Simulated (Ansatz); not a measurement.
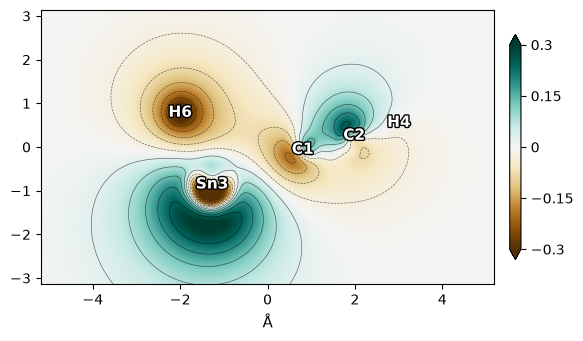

Figure 1: C2H3Sn (SMILES C#[C][SnH2-]) (charge −1). The HOMO on the plane of atoms C1, Sn3 and H6 (values in Å⁻³ᐟ²; the overall sign is arbitrary).

Geometry: PBE0-D3(BJ)/def2-SVPD; core potentials replace the inner electrons of Sn.

All numbers below come from Ansatz 0.2.0, isolated molecule in a Gaussian basis; Kohn-Sham density functional theory, functional PBE0.

The calculation's input:

```
crystal:
  periodic: [false, false, false]
  atoms:
    - {symbol: C, position_ang: [-0.421870, 1.306912, 0.423813]}
    - {symbol: C, position_ang: [-1.494764, 0.860654, 0.026367]}
    - {symbol: Sn, position_ang: [1.358525, 2.181839, 1.414382]}
    - {symbol: H, position_ang: [-2.423446, 0.465203, -0.340280]}
    - {symbol: H, position_ang: [1.803969, 3.146050, -0.035338]}
    - {symbol: H, position_ang: [2.420691, 0.823656, 0.907473]}
basis:
  gaussian:
    orbitals: def2-TZVPD
total_charge: -1
output: {forces: true, orbitals: {seedname: orbitals}}
hamiltonian:
  xc: {name: PBE0}
```

Run with:

```sh
ansatz run input.yaml --threads 1 --pin off --max-ram 2610MiB --events-out events.jsonl --progress --plain --runs-dir runs
```

### What is the character of this orbital?

Its weight (Hirshfeld) is mainly on Sn3 (about 70 %), H5 (about 10 %) and H6 (about 10 %). Its energy is −0.85 eV.
